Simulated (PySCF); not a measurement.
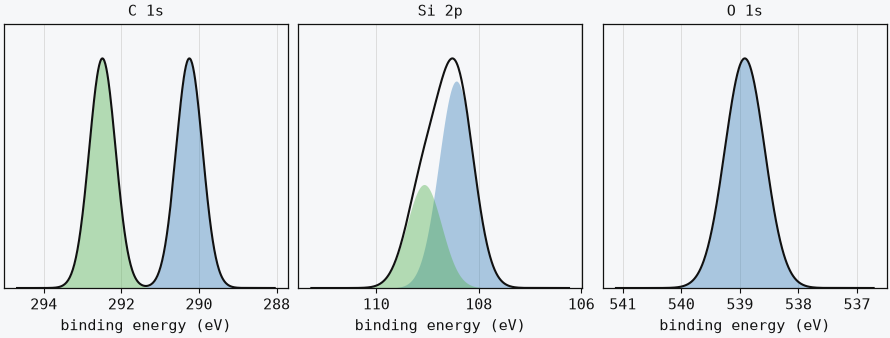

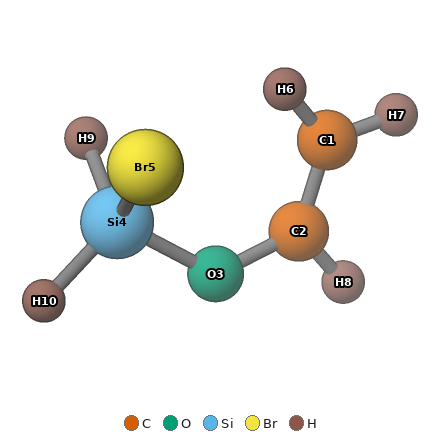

Simulated XPS of C₂H₅BrOSi, SMILES C=CO[SiH2]Br. Vertical core-electron binding energies by ΔSCF (SCAN, pcX-2 on the ionised atom, pcseg-1 elsewhere, spin-free X2C; PySCF 2.14.0, at a PBE0-D3(BJ)/def2-SVP geometry (no frequency check)), gas phase, against the vacuum level. One atom of each kind was ionised; within a panel, areas follow the number of like atoms and 2j + 1 (2p levels are split by first-order spin-orbit coupling, an approximation), each panel is scaled alone, Gaussians of 0.8 eV full width. Only the regions named are shown. Lines closer than the width merge in the curve.

Q: Which atoms give which peak?

A:
```
   level  atoms  binding energy (eV)
    C 1s     C2                292.5
    C 1s     C1                290.2
Si 2p1/2    Si4                109.1
Si 2p3/2    Si4                108.4
    O 1s     O3                538.9
```

Q: How large is the chemical shift across the C 1s region?

A: 2.2 eV, from C1 at 290.2 eV to C2 at 292.5 eV.

Caveats: one conformer of a flexible molecule.
